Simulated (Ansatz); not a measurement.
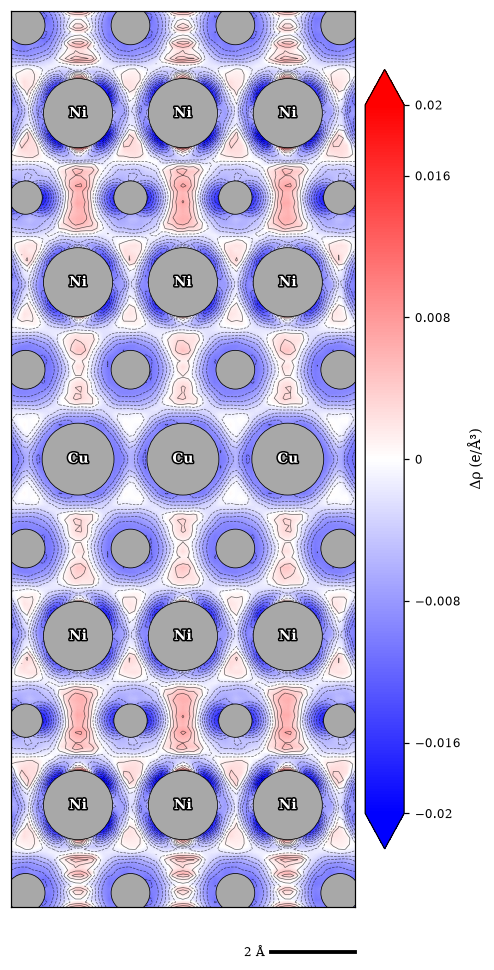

Cu$_{2}$Ni$_{3}$. Difference of the valence pseudo-densities of two functionals at the same geometry, on the (100) plane of the calculation cell: one of LDA and r2SCAN less the other.

Space group P-6m2; a structure generated by program, which may or may not match a known phase; spin-polarised.

Both computed with Ansatz (plane waves, PAW), on the same k-point mesh. Grey discs cover the atomic cores.

```xyz
10
Lattice="2.5077 0.0000 0.0000 -1.2539 2.1718 0.0000 0.0000 0.0000 20.7454" Properties=species:S:1:pos:R:3 pbc="T T T"
Cu    0.0000    1.4478    0.0000
Cu    0.0000    1.4478    8.2347
Cu    0.0000    1.4478   12.5107
Cu    1.2539    0.7239   10.3727
Ni    0.0000    1.4478   16.6268
Ni    0.0000    1.4478    4.1186
Ni    1.2539    0.7239   18.6468
Ni    1.2539    0.7239    2.0986
Ni    1.2539    0.7239    6.1429
Ni    1.2539    0.7239   14.6025
```

> Which was subtracted from which, and what does the map show?

It is r2SCAN less LDA. Against LDA, r2SCAN gives less density around Cu (−0.008 e/Å³ on average at 1.0 Å from the nucleus), less density around Ni (−0.008 e/Å³ on average at 1.0 Å from the nucleus) and a change of −0.005 e/Å³ at the midpoint of Cu–Cu.
